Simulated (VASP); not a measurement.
Band structure of Li2O (antifluorite). All values below come from vdW-DF2, VASP's PBE PAW potentials (set 64) (plane waves; VASP).

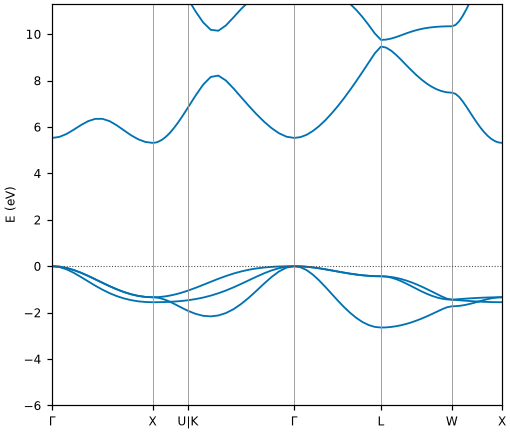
Figure: Bands along high-symmetry lines, zero at the valence-band maximum or, without a gap, the Fermi level

Problem. Read the plot: is there a gap, and where are the band edges?

Solution. The gap is indirect, 5.32 eV, from the valence maximum at Γ to the conduction minimum at X. (Edges off the drawn lines would not show.)

Measured: gap 8.00 eV (computed value off by -2.68 eV), as given by Das et al., (2018), arXiv:1807.05623.

The compound is Li2O in the antifluorite structure. It was relaxed first.
